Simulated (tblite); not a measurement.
## C$_{5}$H$_{12}$O$_{2}$Si$_{2}$: frequency calculation

System: C$_{5}$H$_{12}$O$_{2}$Si$_{2}$.
Method: GFN2-xTB harmonic vibrations, gas phase (tblite 0.8.0).

It belongs to a series of runs on one base structure; here: C replaced by Si.

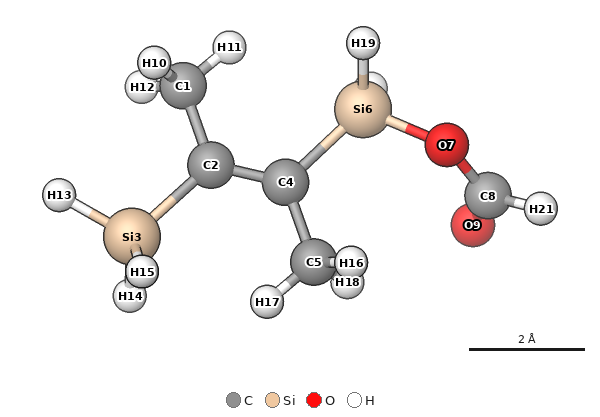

The input geometry (ball-and-stick view, seen at a tilt; atoms are numbered from 1 in the order of the input). Bond lengths as drawn: C–C 1.34 to 1.50 Å, C–H 1.09 to 1.11 Å, C–O 1.20 to 1.30 Å, C–Si 1.89 to 1.90 Å, H–Si 1.46 to 1.47 Å and O–Si 1.68 Å.

Results in brief:

| quantity | value |
| --- | --- |
| outcome | converged |
| total energy | −773.8557 eV |
| zero-point energy | 94.4440 kcal/mol |
| hardware | 1 CPU thread, shared host |
| wall time | 0.94 s |
| peak memory | 0.18 GiB |

Input file:
```
{"job": {"kind": "ir", "xc": "GFN2-xTB", "basis": "xTB"}, "charge": 0, "multiplicity": 1}
C      1.762242    -1.666108    -0.022291
C      1.301869    -0.241906     0.059760
Si     2.707749     1.032230     0.023789
C      0.004644     0.075661     0.160157
C     -0.466678     1.502866     0.220798
Si    -1.373469    -1.218909     0.230310
O     -2.772985    -0.487264     0.803400
C     -3.565031     0.281030     0.110855
O     -3.422975     0.593038    -1.034410
H      2.365575    -1.911996     0.851261
H      0.929247    -2.362250    -0.075779
H      2.390402    -1.805241    -0.901226
H      3.977023     0.299949     0.006710
H      2.624481     1.862672    -1.180946
H      2.677759     1.876379     1.222323
H     -1.015395     1.681048     1.146340
H      0.362007     2.204731     0.167812
H     -1.147186     1.703984    -0.606502
H     -1.265757    -2.196021     1.311029
H     -1.662783    -1.829464    -1.065081
H     -4.419656     0.622515     0.725922
```

The first line tells a small driver script what to run in tblite; the rest is the geometry in Å.

Launch command:
```bash
OMP_NUM_THREADS=1 python <driver script> task.json out
```

Output:
```
mode    cm-1     km/mol
  1      31.8      0.66
  2      56.3      3.20
  3      89.8      1.30
  4     103.4      1.37
  5     119.6      0.98
  6     123.0      0.59
  7     135.7      5.72
  8     157.3      1.27
  9     199.7      7.40
 10     246.7      0.03
 11     261.0     15.71
 12     282.4      0.33
 13     349.1      8.48
 14     370.7      1.08
 15     379.0      4.11
 16     518.4    117.94
 17     544.6     81.81
 18     562.0     57.74
 19     612.5      1.03
 20     622.8     36.30
 21     650.6     68.73
 22     717.5     29.82
 23     747.8     47.82
 24     751.9    622.93
 25     774.1    150.78
 26     785.2    409.14
 27     802.9    223.29
 28     812.3    215.46
 29     948.1      9.02
 30     971.4      0.36
 31     994.3      0.05
 32    1042.9      2.00
 33    1080.2      1.46
 34    1119.0     51.99
 35    1192.7      8.69
 36    1216.4    411.89
 37    1369.9     23.69
 38    1399.9      2.82
 39    1403.1      7.15
 40    1477.5      5.26
 41    1481.9      1.10
 42    1485.9      6.02
 43    1488.0      6.24
 44    1643.0      0.32
 45    1778.0    450.67
 46    2234.3    317.01
 47    2240.9    352.48
 48    2248.5    182.88
 49    2277.7    394.71
 50    2295.8    145.71
 51    2784.9    150.14
 52    2990.9     19.19
 53    2995.4     25.92
 54    3010.7      4.42
 55    3011.3     29.66
 56    3032.8     32.00
 57    3041.2     56.56
```

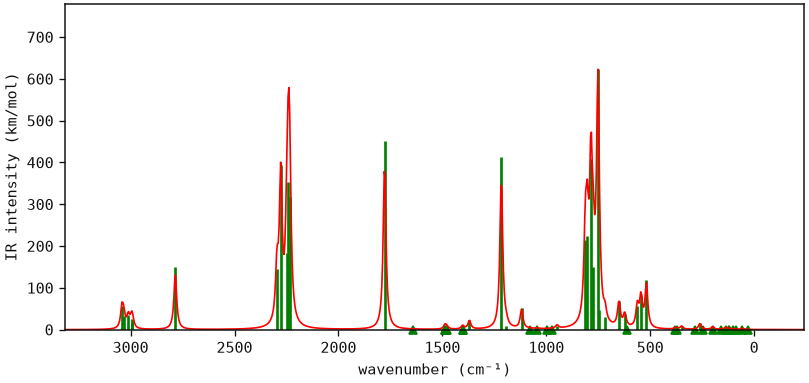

Harmonic infrared spectrum, unscaled: sticks (degenerate modes added up, dark ones marked on the axis) with a Lorentzian envelope of 16 cm⁻¹ full width, scaled to the tallest stick. 57 modes from 32 to 3041 cm⁻¹, none imaginary. The strongest line is at 752 cm⁻¹ (623 km/mol).
